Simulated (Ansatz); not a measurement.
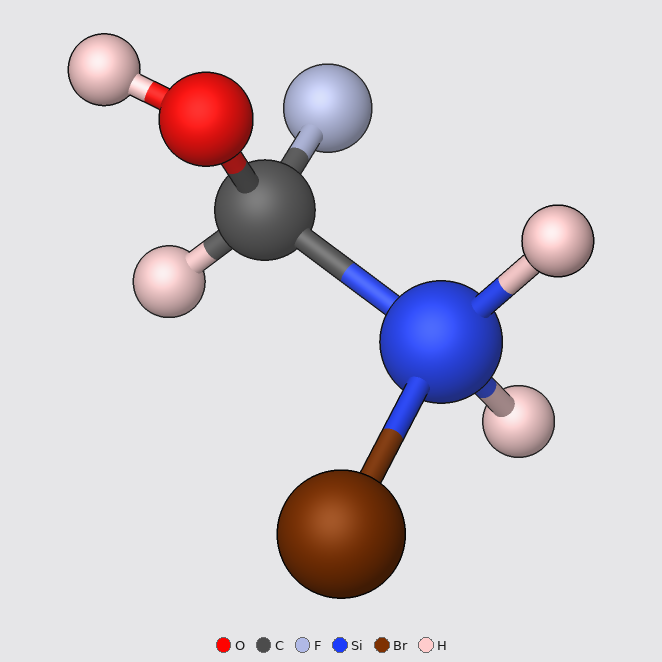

The geometry was computed by an optimisation with PBE0-D4/def2-TZVP. No frequency run is at hand to confirm it as a minimum.

Draw it as a skeletal formula.

SMILES: O[C@@H](F)[SiH2]Br

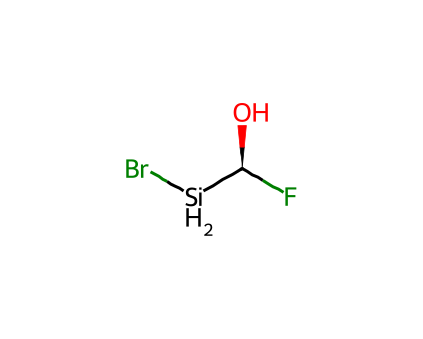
